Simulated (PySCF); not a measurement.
SMILES C=Cc1ccc(C(C)=O)s1 at its GFN2-xTB optimised geometry (Å):

```
18

C     -2.3314    -2.7371     0.0061
C     -1.0018    -2.7710    -0.0003
C     -0.1504    -1.6117     0.0000
C      1.2281    -1.6117     0.0000
C      1.7806    -0.3293     0.0000
C      0.8288     0.6650    -0.0001
C      0.9736     2.1140    -0.0015
C      2.3937     2.6316    -0.0042
O      0.0097     2.8508    -0.0009
S     -0.7752     0.0022     0.0003
H     -2.8683    -1.8030     0.0131
H     -2.9201    -3.6372     0.0064
H     -0.4770    -3.7181    -0.0058
H      1.8124    -2.5152     0.0000
H      2.8389    -0.1395     0.0001
H      2.9201     2.2771     0.8793
H      2.9178     2.2739    -0.8877
H      2.3791     3.7181    -0.0060
```

Calculation: PySCF 2.14.0 with CAM-B3LYP/def2-SVP.

Map of the HOMO amplitude (bohr^(-3/2)) on the plane z = 1.0 Å; orbital energy -7.66 eV, overall sign arbitrary:

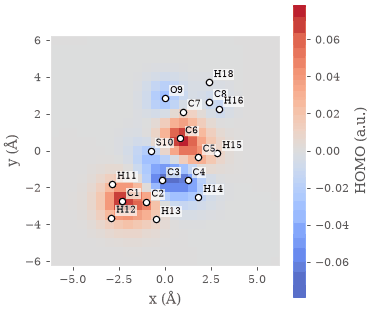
*HOMO amplitude (bohr^(-3/2)) on the plane z = 1.0 Å.*
